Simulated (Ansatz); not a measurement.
## Run report: WH2BrOF5, geometry relaxation (part 2 of 3)

WH2BrOF5; RKS PBE/def2-SVP (Ansatz 0.2.0). It belongs to a series of runs on one base structure; here: end point B relaxed.

Geometry of the input (Å):
```
W  0.3803  0.3407  -0.3355
O  -0.1824  -0.3567  2.6814
H  -1.1427  -0.3354  2.8637
F  1.8863  0.1098  -1.4172
F  0.1023  1.8919  -1.3451
F  -1.2529  0.7248  0.4836
F  0.7791  -1.3261  0.3765
F  -0.6087  -0.5861  -1.6299
Br 1.7780  1.7015  1.2927
H  0.1449  0.4643  3.1287
```

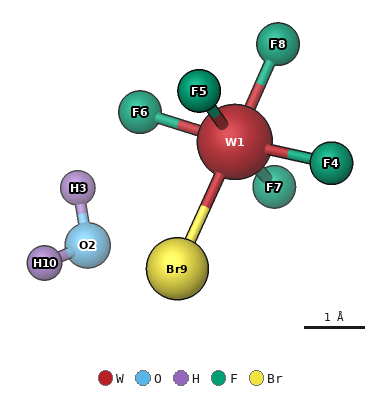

Figure 1. The geometry at step 14 of the log (ball-and-stick view, seen at a tilt; atoms are numbered from 1 in the order of the input).

Trajectory as extended XYZ, continued
```
10
Properties=species:S:1:pos:R:3:forces:R:3 step=3 energy=-87498.93252
W     0.4321    0.3798   -0.4375   -0.0493   0.0394  -0.5078
O    -0.2400   -0.4493    2.9683   -0.4297   0.5845   0.2541
H    -1.2185   -0.3102    2.9460    0.5804  -0.0865   0.0009
F     1.9054    0.1330   -1.5610    0.0280   0.0096   0.0817
F     0.1091    1.9043   -1.4747    0.0059   0.0230   0.0699
F    -1.1669    0.7474    0.4607    0.1008  -0.1274   0.0821
F     0.8376   -1.2569    0.3405   -0.0742   0.0561   0.0945
F    -0.6010   -0.5766   -1.6793   -0.0431  -0.0331   0.0638
Br    1.7509    1.6594    1.1686    0.0712   0.0369   0.0742
H     0.0755    0.3981    3.3672   -0.1900  -0.5026  -0.2134
10
Properties=species:S:1:pos:R:3:forces:R:3 step=4 energy=-87498.95474
W     0.4528    0.3939   -0.5011   -0.0418   0.0864  -0.1851
O    -0.2915   -0.4901    3.1038   -0.4904   0.5557   0.0814
H    -1.2538   -0.2952    2.9746    0.6496  -0.1222   0.0698
F     1.9205    0.1455   -1.6307   -0.0316  -0.0189   0.1007
F     0.1027    1.9196   -1.5272   -0.0120  -0.0297   0.1099
F    -1.1155    0.7304    0.4659    0.1460  -0.0902  -0.0059
F     0.8584   -1.2210    0.3229   -0.0498   0.0511   0.0276
F    -0.6133   -0.5882   -1.6973    0.0760   0.0642   0.0978
Br    1.7821    1.6660    1.1307   -0.0726  -0.0763  -0.1290
H     0.0419    0.3680    3.4573   -0.1733  -0.4203  -0.1672
10
Properties=species:S:1:pos:R:3:forces:R:3 step=5 energy=-87498.96547
W     0.4489    0.3903   -0.4980    0.0585   0.0940  -0.1010
O    -0.2891   -0.4853    3.1037   -0.4049   0.3645  -0.0024
H    -1.2278   -0.2691    2.8897    0.4920  -0.1042   0.1038
F     1.9203    0.1429   -1.6209   -0.0347  -0.0272   0.0423
F     0.0901    1.9249   -1.5056   -0.0322  -0.0354   0.0530
F    -1.1101    0.7099    0.4866    0.0688  -0.0632   0.0280
F     0.8509   -1.2222    0.3313   -0.0337   0.0304   0.0323
F    -0.6184   -0.5909   -1.6909    0.0546   0.0589   0.0369
Br    1.7867    1.6671    1.1200   -0.0628  -0.0703  -0.0848
H     0.0327    0.3612    3.4829   -0.1055  -0.2475  -0.1081
10
Properties=species:S:1:pos:R:3:forces:R:3 step=6 energy=-87498.97423
W     0.4532    0.3889   -0.4978    0.0617   0.0691   0.0346
O    -0.3032   -0.4781    3.0964   -0.3291   0.0548  -0.0763
H    -1.2227   -0.2439    2.8398    0.3446  -0.0603   0.0901
F     1.9208    0.1375   -1.6214   -0.0075  -0.0200  -0.0125
F     0.0656    1.9309   -1.4809   -0.0278  -0.0168   0.0132
F    -1.0879    0.6742    0.5232   -0.0021  -0.0177   0.0060
F     0.8493   -1.2179    0.3437   -0.0044  -0.0117   0.0063
F    -0.6167   -0.5853   -1.6893    0.0095   0.0157  -0.0241
Br    1.8002    1.6664    1.1054   -0.0173  -0.0258  -0.0390
H     0.0258    0.3562    3.4799   -0.0275   0.0128   0.0016
10
Properties=species:S:1:pos:R:3:forces:R:3 step=7 energy=-87498.97773
W     0.4572    0.3871   -0.4953    0.0800   0.0622  -0.0711
O    -0.3239   -0.4833    3.1496   -0.2180   0.0521  -0.1100
H    -1.1942   -0.2279    2.7773    0.2000  -0.0627   0.0903
F     1.9145    0.1336   -1.6314    0.0022   0.0068   0.0048
F     0.0460    1.9324   -1.4632   -0.0009  -0.0060   0.0219
F    -1.0788    0.6508    0.5387   -0.0334  -0.0174   0.0531
F     0.8509   -1.2246    0.3375   -0.0039  -0.0167   0.0283
F    -0.6109   -0.5722   -1.6992   -0.0170  -0.0148  -0.0130
Br    1.8147    1.6654    1.0950   -0.0121  -0.0275  -0.0254
H     0.0087    0.3676    3.4899    0.0032   0.0241   0.0212
10
Properties=species:S:1:pos:R:3:forces:R:3 step=8 energy=-87498.97994
W     0.4633    0.3842   -0.5072    0.0309   0.0647   0.0239
O    -0.3214   -0.4688    3.1477   -0.1086   0.1669  -0.0026
H    -1.1919   -0.2214    2.7751    0.1193  -0.0589   0.0391
F     1.9158    0.1386   -1.6503    0.0011  -0.0091  -0.0166
F     0.0365    1.9382   -1.4537   -0.0099  -0.0069   0.0073
F    -1.0638    0.6267    0.5475   -0.0154   0.0037   0.0100
F     0.8571   -1.2293    0.3230    0.0138  -0.0277   0.0074
F    -0.6110   -0.5678   -1.7112   -0.0126  -0.0184  -0.0306
Br    1.8311    1.6554    1.0760   -0.0018  -0.0148  -0.0039
H    -0.0315    0.3731    3.5519   -0.0168  -0.0996  -0.0341
10
Properties=species:S:1:pos:R:3:forces:R:3 step=9 energy=-87498.98088
W     0.4691    0.3801   -0.5122    0.0191   0.0544   0.0327
O    -0.3234   -0.4480    3.1701   -0.1373   0.1917  -0.0238
H    -1.1692   -0.2239    2.7283    0.1817  -0.0498   0.1002
F     1.9080    0.1429   -1.6740   -0.0031   0.0062  -0.0133
F     0.0188    1.9452   -1.4298    0.0049  -0.0207   0.0120
F    -1.0450    0.5996    0.5689   -0.0160   0.0023  -0.0181
F     0.8703   -1.2397    0.3037    0.0077  -0.0291  -0.0012
F    -0.6133   -0.5607   -1.7186   -0.0178  -0.0163  -0.0162
Br    1.8533    1.6330    1.0672    0.0081  -0.0025  -0.0017
H    -0.0843    0.4005    3.5953   -0.0472  -0.1363  -0.0707
10
Properties=species:S:1:pos:R:3:forces:R:3 step=10 energy=-87498.98202
W     0.4709    0.3763   -0.5135    0.0097   0.0480   0.0330
O    -0.3081   -0.4259    3.1702   -0.1123   0.1410  -0.0084
H    -1.1662   -0.2426    2.7358    0.1428  -0.0316   0.0728
F     1.9059    0.1503   -1.6823   -0.0079  -0.0049  -0.0235
F     0.0188    1.9493   -1.4157   -0.0043  -0.0134  -0.0001
F    -1.0451    0.5861    0.5676    0.0115   0.0043  -0.0111
F     0.8736   -1.2526    0.2849    0.0067  -0.0128   0.0092
F    -0.6144   -0.5550   -1.7256   -0.0052  -0.0087  -0.0214
Br    1.8660    1.6183    1.0642   -0.0106  -0.0161   0.0094
H    -0.1172    0.4248    3.6132   -0.0304  -0.1057  -0.0599
10
Properties=species:S:1:pos:R:3:forces:R:3 step=11 energy=-87498.98196 accepted=F
W     0.4787    0.3741   -0.5217   -0.0117  -0.0077   0.0014
O    -0.2863   -0.3899    3.1918   -0.1104   0.2490   0.0498
H    -1.1560   -0.2926    2.7529    0.1418  -0.0180   0.0639
F     1.8937    0.1601   -1.7184    0.0112   0.0206   0.0318
F     0.0188    1.9550   -1.4045    0.0202   0.0225   0.0210
F    -1.0308    0.5768    0.5692   -0.0070  -0.0249  -0.0155
F     0.8904   -1.2665    0.2520   -0.0184  -0.0057  -0.0092
F    -0.6189   -0.5447   -1.7351   -0.0032  -0.0103   0.0243
Br    1.8747    1.5738    1.0857    0.0064   0.0013  -0.0491
H    -0.1801    0.4828    3.6269   -0.0289  -0.2267  -0.1185
10
Properties=species:S:1:pos:R:3:forces:R:3 step=12 energy=-87498.98309
W     0.4772    0.3706   -0.5231   -0.0046  -0.0117  -0.0178
O    -0.3180   -0.4050    3.2010   -0.0251   0.0465  -0.0044
H    -1.1726   -0.2387    2.7587    0.0396  -0.0124   0.0150
F     1.9041    0.1692   -1.7071   -0.0070  -0.0012  -0.0015
F     0.0112    1.9550   -1.3976   -0.0003  -0.0067   0.0106
F    -1.0339    0.5528    0.5679   -0.0149   0.0094   0.0021
F     0.8905   -1.2699    0.2490    0.0047   0.0031  -0.0010
F    -0.6101   -0.5480   -1.7450    0.0086   0.0024   0.0012
Br    1.8708    1.5871    1.0721    0.0088   0.0003   0.0130
H    -0.1349    0.4558    3.6231   -0.0098  -0.0297  -0.0170
10
Properties=species:S:1:pos:R:3:forces:R:3 step=13 energy=-87498.98392
W     0.4763    0.3653   -0.5218    0.0223  -0.0189  -0.0384
O    -0.2975   -0.3760    3.2078   -0.0433   0.0873   0.0024
H    -1.1542   -0.2650    2.7512    0.0663  -0.0066   0.0353
F     1.8984    0.1793   -1.7147   -0.0104   0.0017   0.0100
F     0.0086    1.9610   -1.3744    0.0040  -0.0040   0.0157
F    -1.0366    0.5348    0.5688   -0.0118  -0.0003   0.0120
F     0.8924   -1.2853    0.2293   -0.0109   0.0145  -0.0042
F    -0.6105   -0.5404   -1.7548    0.0101   0.0052   0.0124
Br    1.8758    1.5539    1.0890   -0.0057  -0.0016  -0.0035
H    -0.1683    0.5014    3.6183   -0.0207  -0.0773  -0.0416
10
Properties=species:S:1:pos:R:3:forces:R:3 step=14 energy=-87498.98377 accepted=F
W     0.4783    0.3549   -0.5254    0.0326  -0.0068  -0.0568
O    -0.2691   -0.3268    3.2201   -0.1574   0.2117   0.0058
H    -1.1317   -0.2993    2.7553    0.1891   0.0076   0.1032
F     1.8928    0.1948   -1.7321   -0.0106   0.0051   0.0380
F     0.0071    1.9713   -1.3372    0.0039  -0.0251   0.0196
F    -1.0325    0.4990    0.5722   -0.0217  -0.0150   0.0050
F     0.8956   -1.3131    0.1901   -0.0141   0.0397  -0.0092
F    -0.6108   -0.5258   -1.7757    0.0071   0.0164   0.0273
Br    1.8760    1.5063    1.1123    0.0007  -0.0158  -0.0241
H    -0.2216    0.5676    3.6192   -0.0298  -0.2177  -0.1088
10
Properties=species:S:1:pos:R:3:forces:R:3 step=15 energy=-87498.98430
W     0.4758    0.3636   -0.5204   -0.0176   0.0271   0.0351
O    -0.2817   -0.3619    3.1943   -0.0108   0.0124   0.0101
H    -1.1465   -0.2798    2.7493    0.0207  -0.0021   0.0047
F     1.8978    0.1784   -1.7121    0.0125  -0.0041  -0.0129
F     0.0098    1.9630   -1.3652   -0.0051   0.0132  -0.0048
F    -1.0381    0.5315    0.5715    0.0101  -0.0016  -0.0162
F     0.8859   -1.2881    0.2288    0.0057  -0.0262   0.0101
F    -0.6112   -0.5375   -1.7547   -0.0129  -0.0096  -0.0193
Br    1.8748    1.5463    1.0939    0.0039   0.0008   0.0024
H    -0.1824    0.5135    3.6133   -0.0064  -0.0098  -0.0094
10
Properties=species:S:1:pos:R:3:forces:R:3 step=16 energy=-87498.98490
W     0.4758    0.3561   -0.5233    0.0049   0.0244  -0.0002
O    -0.2650   -0.3252    3.2206   -0.0990   0.1135  -0.0074
H    -1.1205   -0.3072    2.7461    0.1176   0.0059   0.0677
F     1.8948    0.1946   -1.7227   -0.0023  -0.0086  -0.0065
F     0.0043    1.9723   -1.3339   -0.0004  -0.0058   0.0107
F    -1.0387    0.4977    0.5719    0.0164  -0.0005   0.0010
F     0.8871   -1.3095    0.1972   -0.0037  -0.0108   0.0028
F    -0.6102   -0.5243   -1.7747   -0.0009  -0.0015  -0.0085
Br    1.8835    1.5029    1.1079   -0.0138   0.0008  -0.0003
H    -0.2269    0.5715    3.6096   -0.0188  -0.1175  -0.0592
10
Properties=species:S:1:pos:R:3:forces:R:3 step=17 energy=-87498.98531
W     0.4785    0.3496   -0.5265    0.0033   0.0406  -0.0182
O    -0.2560   -0.3020    3.2366   -0.0964   0.1000  -0.0145
H    -1.1030   -0.3231    2.7475    0.1094   0.0124   0.0674
F     1.8929    0.1982   -1.7332    0.0000  -0.0032   0.0152
F     0.0065    1.9777   -1.3132   -0.0087  -0.0260  -0.0039
F    -1.0324    0.4789    0.5751   -0.0006  -0.0153   0.0010
F     0.8866   -1.3264    0.1739    0.0070   0.0164   0.0109
F    -0.6115   -0.5140   -1.7870   -0.0040   0.0145   0.0022
Br    1.8799    1.4885    1.1150    0.0039  -0.0297  -0.0057
H    -0.2573    0.6016    3.6106   -0.0140  -0.1096  -0.0544
10
Properties=species:S:1:pos:R:3:forces:R:3 step=18 energy=-87498.98513 accepted=F
W     0.4784    0.3481   -0.5297    0.0229   0.0288  -0.0104
O    -0.2343   -0.2625    3.2515   -0.2138   0.1901  -0.0328
H    -1.0686   -0.3639    2.7454    0.2104   0.0440   0.1358
F     1.8887    0.2072   -1.7426   -0.0013   0.0034   0.0080
F    -0.0010    1.9842   -1.2955    0.0204  -0.0190   0.0311
F    -1.0278    0.4601    0.5807   -0.0084  -0.0118   0.0040
F     0.8886   -1.3348    0.1550   -0.0186  -0.0104  -0.0167
F    -0.6159   -0.5004   -1.7973    0.0020  -0.0054   0.0132
Br    1.8922    1.4406    1.1308   -0.0136   0.0107  -0.0307
H    -0.3162    0.6503    3.6008    0.0000  -0.2303  -0.1015
10
Properties=species:S:1:pos:R:3:forces:R:3 step=19 energy=-87498.98625
W     0.4784    0.3487   -0.5269    0.0074   0.0118  -0.0236
O    -0.2507   -0.2845    3.2475   -0.0328   0.0392  -0.0059
H    -1.0884   -0.3405    2.7487    0.0350   0.0016   0.0222
F     1.8923    0.2048   -1.7349   -0.0066  -0.0089  -0.0064
F     0.0019    1.9808   -1.3012   -0.0060  -0.0082   0.0027
F    -1.0305    0.4648    0.5791    0.0048  -0.0024   0.0114
F     0.8881   -1.3316    0.1629   -0.0012   0.0021   0.0049
F    -0.6138   -0.5060   -1.7917    0.0039   0.0046  -0.0047
Br    1.8913    1.4672    1.1153   -0.0009  -0.0023   0.0171
H    -0.2844    0.6253    3.6000   -0.0037  -0.0374  -0.0176
10
Properties=species:S:1:pos:R:3:forces:R:3 step=20 energy=-87498.98695
W     0.4822    0.3448   -0.5315   -0.0054  -0.0109  -0.0088
O    -0.2413   -0.2500    3.2665   -0.0929   0.1001  -0.0123
H    -1.0666   -0.3682    2.7553    0.0880   0.0127   0.0533
F     1.8883    0.2135   -1.7502   -0.0012   0.0033   0.0009
F    -0.0041    1.9866   -1.2784    0.0088  -0.0012   0.0151
F    -1.0183    0.4390    0.5889   -0.0030  -0.0034  -0.0035
F     0.8947   -1.3449    0.1358   -0.0081  -0.0028  -0.0102
F    -0.6177   -0.4914   -1.8026    0.0039  -0.0021   0.0067
Br    1.8997    1.4305    1.1269    0.0046   0.0120  -0.0003
H    -0.3328    0.6690    3.5881    0.0053  -0.1078  -0.0410
10
Properties=species:S:1:pos:R:3:forces:R:3 step=21 energy=-87498.98716
W     0.4825    0.3400   -0.5316    0.0071   0.0102  -0.0084
O    -0.2293   -0.2219    3.2775   -0.1780   0.1594  -0.0329
H    -1.0414   -0.3928    2.7566    0.1558   0.0380   0.1030
F     1.8866    0.2187   -1.7535   -0.0054  -0.0026  -0.0075
F    -0.0036    1.9912   -1.2576    0.0007  -0.0058   0.0095
F    -1.0160    0.4208    0.5932    0.0045  -0.0027   0.0018
F     0.8922   -1.3582    0.1167   -0.0034   0.0001   0.0001
F    -0.6212   -0.4798   -1.8103    0.0065   0.0016   0.0021
Br    1.9074    1.4111    1.1301   -0.0092  -0.0059   0.0012
H    -0.3730    0.6998    3.5777    0.0212  -0.1923  -0.0691
10
Properties=species:S:1:pos:R:3:forces:R:3 step=22 energy=-87498.98803
W     0.4836    0.3399   -0.5320    0.0074   0.0262  -0.0049
O    -0.2262   -0.2142    3.2807   -0.0768   0.0650  -0.0151
H    -1.0298   -0.4050    2.7582    0.0648   0.0141   0.0430
F     1.8841    0.2166   -1.7578    0.0036   0.0015   0.0009
F    -0.0005    1.9923   -1.2560   -0.0001   0.0003   0.0057
F    -1.0122    0.4236    0.5959   -0.0085  -0.0108  -0.0001
F     0.8915   -1.3591    0.1145   -0.0001  -0.0126   0.0042
F    -0.6241   -0.4771   -1.8088   -0.0037  -0.0027   0.0005
Br    1.9067    1.4073    1.1332    0.0027  -0.0071  -0.0071
H    -0.3889    0.7047    3.5709    0.0106  -0.0738  -0.0269
10
Properties=species:S:1:pos:R:3:forces:R:3 step=23 energy=-87498.98902
W     0.4845    0.3342   -0.5361   -0.0068  -0.0535  -0.0033
O    -0.2224   -0.1806    3.3036    0.0244  -0.0051  -0.0006
H    -1.0002   -0.4101    2.7614   -0.0134   0.0075   0.0006
F     1.8843    0.2308   -1.7651   -0.0099   0.0022   0.0048
F    -0.0050    1.9971   -1.2306   -0.0026   0.0043   0.0034
F    -1.0127    0.3915    0.5938    0.0186  -0.0056   0.0045
F     0.8938   -1.3771    0.0836   -0.0060   0.0383  -0.0080
F    -0.6234   -0.4662   -1.8234    0.0014   0.0044  -0.0097
Br    1.9067    1.3724    1.1441    0.0099   0.0011   0.0146
H    -0.4214    0.7370    3.5676   -0.0156   0.0063  -0.0062
10
Properties=species:S:1:pos:R:3:forces:R:3 step=24 energy=-87498.97581 accepted=F
W     0.4904    0.3078   -0.5501   -0.0866  -0.2457   0.0370
O    -0.1896   -0.0244    3.3487   -0.7626   0.2714  -0.2648
H    -0.9023   -0.4366    2.7907    0.5561   0.4488   0.4829
F     1.8794    0.2910   -1.8006   -0.0821   0.0133   0.0803
F    -0.0276    2.0143   -1.1188    0.0498  -0.1471   0.0692
F    -1.0022    0.2557    0.5996    0.1620   0.0183  -0.0941
F     0.9133   -1.4492   -0.0433   -0.0538   0.3015  -0.0909
F    -0.6234   -0.4196   -1.8795    0.0424   0.0492   0.0357
Br    1.9115    1.2190    1.1988   -0.0220  -0.0032  -0.0340
H    -0.5653    0.8708    3.5533    0.1968  -0.7066  -0.2213
10
Properties=species:S:1:pos:R:3:forces:R:3 step=25 energy=-87498.98953
W     0.4860    0.3313   -0.5353    0.0036   0.0257   0.0043
O    -0.2236   -0.1695    3.3009    0.0431  -0.0168   0.0179
H    -1.0035   -0.4201    2.7722   -0.0307  -0.0076  -0.0197
F     1.8802    0.2354   -1.7703    0.0078  -0.0035  -0.0106
F    -0.0075    1.9981   -1.2181   -0.0055   0.0060   0.0063
F    -1.0036    0.3812    0.6034   -0.0074  -0.0020  -0.0002
F     0.8993   -1.3793    0.0772    0.0057  -0.0263   0.0022
F    -0.6260   -0.4614   -1.8242    0.0022   0.0002   0.0016
Br    1.9176    1.3638    1.1436   -0.0058  -0.0071  -0.0056
H    -0.4347    0.7492    3.5493   -0.0131   0.0314   0.0038
```
